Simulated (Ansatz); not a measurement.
# C2H6Si (vinylsilane): CCSD(T)/6-311+G(d,p)

Aim: the electronic atomisation energy of C2H6Si (vinylsilane) at CCSD(T)/6-311+G**, from 4 runs. 

Program for the calculation: Ansatz 0.2.0.

51 further runs of the same task are left out: 51 set aside as unsound or not needed.

## 1. The structure to begin with

C2H6Si has 9 atoms, charge 0, and is taken as a singlet. As SMILES, `C=C[SiH3]`. Geometry: relaxed at PBE0-D4/def2-TZVP.

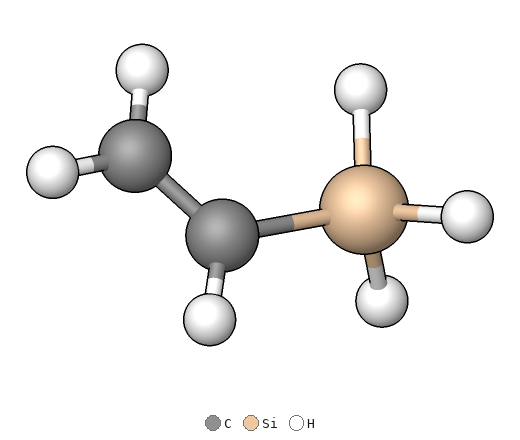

The structure, seen from a chosen angle (carbon grey, silicon light orange, hydrogen white).

## 2. A single-point energy at CCSD(T)/6-311+G(d,p)

Input file job.yaml:

```yaml
basis:
  gaussian: {orbitals: 6-311+G_st__st_-spherical.json}
crystal:
  periodic: [false, false, false]
  atoms:
    - {symbol: C, position_ang: [-0.713700, 0.870200, -1.048300]}
    - {symbol: C, position_ang: [-0.071300, 0.712500, 0.105600]}
    - {symbol: Si, position_ang: [0.560600, -0.932000, 0.700100]}
    - {symbol: H, position_ang: [-0.905700, 0.033000, -1.713900]}
    - {symbol: H, position_ang: [-1.076700, 1.838600, -1.381500]}
    - {symbol: H, position_ang: [0.089400, 1.592000, 0.727600]}
    - {symbol: H, position_ang: [2.035800, -0.893900, 0.893800]}
    - {symbol: H, position_ang: [0.223400, -1.972400, -0.307300]}
    - {symbol: H, position_ang: [-0.053200, -1.294300, 2.006700]}
correlation: {method: ccsd_t, frozen_orbitals: {C: 1, H: 0, Si: 5}}
scf: {omitted_lower_state_checks: [cluster_reference, increment]}
accuracy: high
```

The basis set 6-311+G** is read from a file made from the Basis Set Exchange's data (not shown).

Command:

```bash
ansatz run job.yaml --threads 1 --pin off --max-ram 3480MiB --events-out events.jsonl --progress --plain --runs-dir runs
```

Log, shortened:

```text
Warning: RAYON_NUM_THREADS=1 ignored (pool sized by the plan → 1); use --threads N
Functional definition: HF
  name "HF"
[...]
2118 factors; integrals over basis functions are off by at most 8.2e-9 eV
[...]
mean field -10018.11694323 eV, -368.1590071403 hartree, gradient 1.8e-8 eV, S^2 0.000000; 0 other end points of the search recorded, 0 dependent functions left out
7 core orbitals not correlated: weight in the atoms' cores, before any rotation towards them, 1.000 or more for the frozen orbitals, at most 0.000 for the correlated occupied ones
reference -10018.11694323 eV, -368.1590071403 hartree; 9, 9 occupied and 94, 94 virtual orbitals, 2118 factors
second order -10.66330116 eV of doubles, -0.00000000 eV of singles
cycle   1  -11.43458294 eV  change   -7.7e-1 eV  update   7.9e-2
[...]
cycle  20  -11.89325696 eV  change  -5.6e-10 eV  update  7.8e-10
perturbative correction -0.42403583 eV, -0.0155830293 hartree
Total energy: -10030.43423603 eV, -368.6116593014 hartree
Checks for a lower state left out: cluster_reference, increment
```

Run time: 16 s. Hardware: 1 thread of Intel Xeon 6975P-C (Granite Rapids), shared host; peak memory 0.96 GiB.

## 3. The C atom

Input file molecule.yaml:

```yaml
crystal:
  periodic: [false, false, false]
  atoms:
    - {symbol: C, position_ang: [0.000000, 0.000000, 0.000000]}
basis:
  gaussian: {orbitals: 6-311+G_st__st_.json}
magnetization: {spin_polarized: true, initial_magnetization: 2}
correlation: {method: ccsd_t, frozen_orbitals: {C: 1}}
accuracy: high
scf: {omitted_lower_state_checks: [cluster_reference, increment]}
```

The basis set 6-311+G** is read from a file made from the Basis Set Exchange's data (not shown).

Command:

```bash
ansatz run molecule.yaml --threads 1 --pin off --max-ram 3480MiB --events-out events.jsonl --progress --plain --runs-dir runs
```

Log, shortened:

```text
Warning: RAYON_NUM_THREADS=1 ignored (pool sized by the plan → 1); use --threads N
[... 2 set-up lines as earlier in the session ...]
[...]
169 factors; integrals over basis functions are off by at most 2.6e-9 eV
[...]
mean field -1025.58544423 eV, -37.6895699085 hartree, gradient 1.3e-8 eV, S^2 2.007777; 3 other end points of the search recorded, 0 dependent functions left out
1 core orbitals not correlated: weight in the atoms' cores, before any rotation towards them, 1.000 or more for the frozen orbitals, at most 0.000 for the correlated occupied ones
reference -1025.58544423 eV, -37.6895699085 hartree; 3, 1 occupied and 18, 20 virtual orbitals, 169 factors
second order -1.53210116 eV of doubles, -0.00000000 eV of singles
cycle   1  -1.90681747 eV  change   -3.7e-1 eV  update   4.5e-2
[...]
cycle  17  -2.09336269 eV  change  -3.2e-10 eV  update  4.3e-10
perturbative correction -0.03112626 eV, -0.0011438690 hartree
Total energy: -1027.70993318 eV, -37.7676434375 hartree
Checks for a lower state left out: cluster_reference, increment
```

Wall time 0.2 s (1 thread of Intel Xeon 6975P-C (Granite Rapids), shared host).

## 4. The H atom: the energy at UHF/6-311+G(d,p)

Input file input.yaml:

```yaml
crystal:
  periodic: [false, false, false]
  atoms:
    - {symbol: H, position_ang: [0.000000, 0.000000, 0.000000]}
basis:
  gaussian:
    orbitals: 6-311+G_st__st_.json
hamiltonian:
  xc: hf
accuracy: high
total_charge: 0
magnetization:
  spin_polarized: true
  initial_magnetization: 1
```

The basis set 6-311+G** is read from a file made from the Basis Set Exchange's data (not shown).

Run the same way, it converges to -0.49981 Eh (log not shown).

## 5. The Si atom, same level

Input file run.yaml:

```yaml
crystal:
  periodic: [false, false, false]
  atoms:
    - {symbol: Si, position_ang: [0.000000, 0.000000, 0.000000]}
basis:
  gaussian:
    orbitals: 6-311+G_st__st_-spherical.json
magnetization:
  spin_polarized: true
  initial_magnetization: 2
correlation:
  method: ccsd_t
  frozen_orbitals: {Si: 5}
accuracy: high
scf:
  omitted_lower_state_checks: [cluster_reference, increment]
```

The basis set 6-311+G** is read from a file made from the Basis Set Exchange's data (not shown).

Run the same way, it converges to -288.90957 Eh (log not shown).

## 6. What came out

At CCSD(T)/6-311+G**, 7 core orbitals frozen:

```
                                             quantity          value
                               molecule: total energy  -368.61166 Eh
molecule: correlation energy (7 core orbitals frozen)     -452.7 mEh
                             molecule: (T) correction     -15.58 mEh
                              molecule: T1 diagnostic          0.011
                                 C atom: total energy   -37.76764 Eh
   C atom: correlation energy (1 core orbital frozen)      -78.1 mEh
                               C atom: (T) correction      -1.14 mEh
            C atom: ⟨S²⟩ of the reference determinant          2.008
                                C atom: T1 diagnostic          0.008
                                 H atom: total energy    -0.49981 Eh
                                         H atom: ⟨S²⟩          0.750
                                Si atom: total energy  -288.90957 Eh
 Si atom: correlation energy (5 core orbitals frozen)      -59.1 mEh
                              Si atom: (T) correction      -0.93 mEh
           Si atom: ⟨S²⟩ of the reference determinant          2.006
                               Si atom: T1 diagnostic          0.010
                        electronic atomisation energy      31.781 eV
```

Taking the molecule apart into free atoms costs 31.78 eV (733 kcal/mol), before zero-point energy and without spin-orbit coupling. The triples (molecule) make up 3.4 % of the correlation energy. The triples (C atom) make up 1.5 % of the correlation energy. The triples (Si atom) make up 1.6 % of the correlation energy.
